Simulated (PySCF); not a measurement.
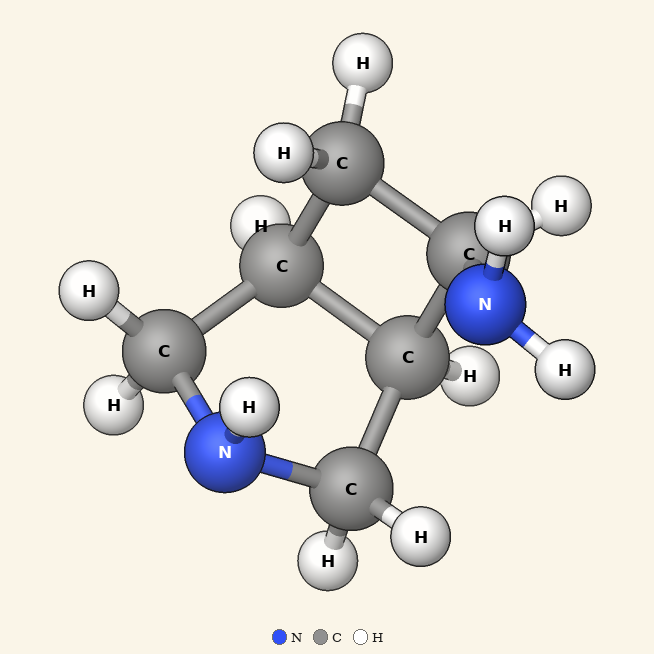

Rendered structure (ball-and-stick style).

Computed geometry: GFN2-xTB optimisation. No frequency run is at hand to confirm it as a minimum.

Count the atoms of each element.

Answer. C6H12N2, 20 atoms: 6 carbon, 12 hydrogen and 2 nitrogen.

Describe its rings.

Answer. Independent rings (smallest set): 1 of 4 members, 1 of 5 members.

Name some functional groups or characteristic bonds that it holds.

Answer. Among them: primary amine, secondary amine.

Give the symmetry (Schoenflies symbol).

Answer. C1.

More results for the same structure follow; atom numbers are the same in all pictures, views and colours differ.

Electronic properties

No frequency run is at hand to confirm it as a minimum. Level of theory: PBE0/def2-SVPD, gas phase (PySCF 2.14.0). Excitations: vertical, linear response.

Computed properties:

- dipole moment: 2.65 D
- HOMO energy (Kohn–Sham orbital): −6.25 eV
- LUMO energy (Kohn–Sham orbital): 0.56 eV
- HOMO–LUMO gap: 6.81 eV
- mean static polarisability: 81.3 bohr³
- lowest vertical singlet excitation: 5.80 eV
- its oscillator strength: 0.006
- brightest of the 6 lowest singlets: 6.28 eV
- its oscillator strength: 0.02

Charges

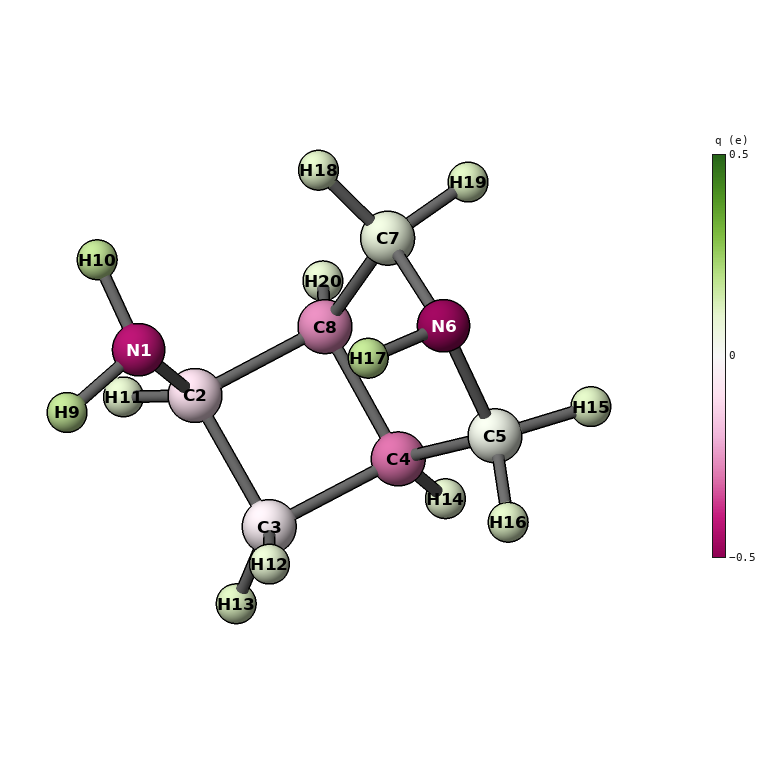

Atoms are coloured by their Mulliken charges. No frequency run is at hand to confirm it as a minimum. Properties computed with PBE0/pcSseg-1, gas phase (PySCF 2.14.0).

List the Mulliken charges.

```csv
atom,value (e)
N1,−0.42
C2,−0.09
C3,−0.04
C4,−0.30
C5,0.03
N6,−0.47
C7,0.06
C8,−0.26
H9,0.17
H10,0.17
H11,0.10
H12,0.09
H13,0.12
H14,0.10
H15,0.12
H16,0.11
H17,0.18
H18,0.11
H19,0.12
H20,0.10
```

Ring current

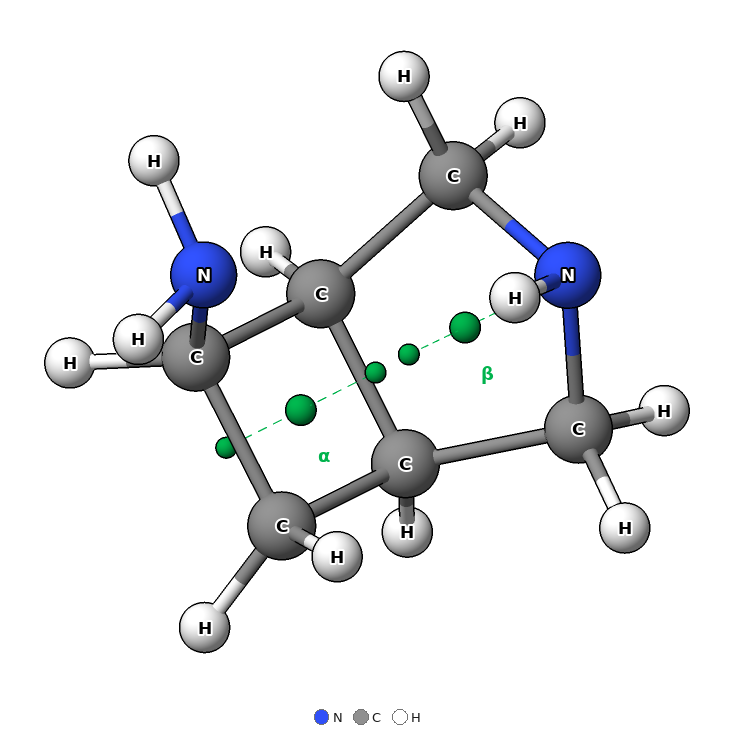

The small points mark where nucleus-independent chemical shifts (NICS) were computed: at the centre of each lettered ring and 1 Å above and below it. No frequency run is at hand to confirm it as a minimum. Properties computed with GIAO PBE0/pcSseg-1 NMR shielding, non-relativistic, gas phase (PySCF 2.14.0).

Give NICS(0), NICS(1) and the out-of-plane component NICS(1)zz for each ring (means of the two sides).

```
ring  members  NICS(0)  NICS(1)  NICS(1)zz
   α       C4     −1.9     −1.6        3.2
   β      C4N     −6.5     −3.8       −7.6
```

Values in ppm.

Mulliken values depend strongly on the basis set and can even reverse the polarity of a bond.
